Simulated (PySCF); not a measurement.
System: C₄H₆AlF (SMILES C=C[C](=C)[AlH][F]).

Input file:

```
{"job": {"kind": "uv", "xc": "PBE0", "basis": "def2-SVPD", "nstates": 8, "ntriplets": 3}, "charge": 0, "multiplicity": 1}
C     -1.715769     0.985266    -0.245554
C     -1.142248    -0.184126    -0.502210
C      0.229557    -0.462396    -0.102685
C      0.810735    -1.643619    -0.364208
Al     1.357877     0.867496     0.855356
F      2.899828     0.439941     1.255815
H     -1.161977     1.757212     0.271572
H     -2.728712     1.214007    -0.530843
H     -1.684079    -0.969393    -1.019638
H      0.306205    -2.451826    -0.878471
H      1.831746    -1.839828    -0.062328
H      0.998034     2.286578     1.297168
```

Run with:

```sh
OMP_NUM_THREADS=1 python probes_run.py task.json out
```

Geometry: GFN2-xTB.

All numbers below come from PBE0/def2-SVPD, SCF density, gas phase in PySCF.

**What will maps of the electron density and electron localisation function show?**

C–C (1.33 Å): ρ is about 2.3 e/Å³ halfway; the ELF peaks at about 0.95 between the atoms: a short, multiple covalent bond.
Al–F (1.65 Å): the density is about 0.82 e/Å³ at the midpoint; the ELF peaks at about 0.85 in the valence shell of F, 0.6 Å from its nucleus, and is about 0.25 at the midpoint.
C–Al (1.99 Å): ρ at the midpoint is about 0.7 e/Å³; the ELF peaks at about 0.95 between the atoms; a shared but strongly polarised pair.
C–H (1.08 Å): ρ at the midpoint is about 2 e/Å³; the ELF climbs to about 1 towards the hydrogen, as it does in any bond to H (an ordinary covalent bond to hydrogen).

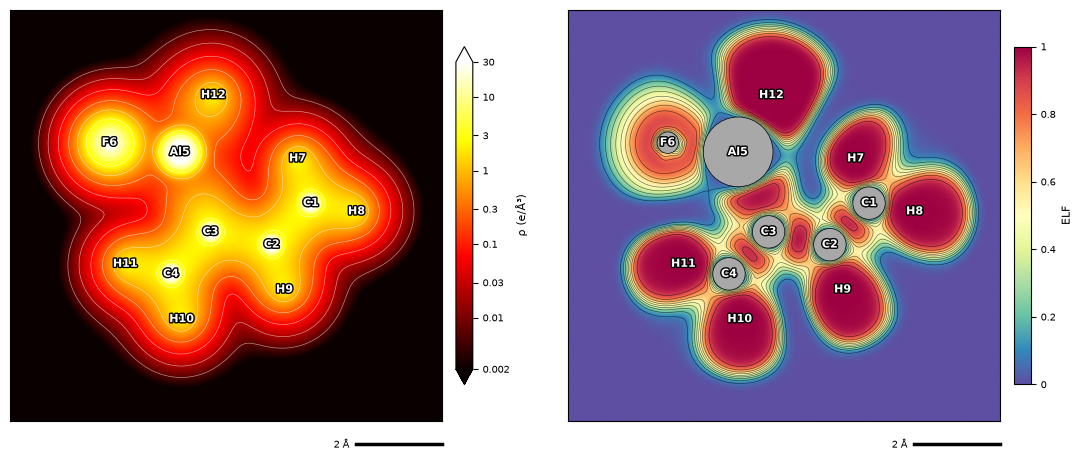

Computed electron density and electron localisation function on the molecular plane, in this order. Grey discs cover the atomic cores in the ELF map. 
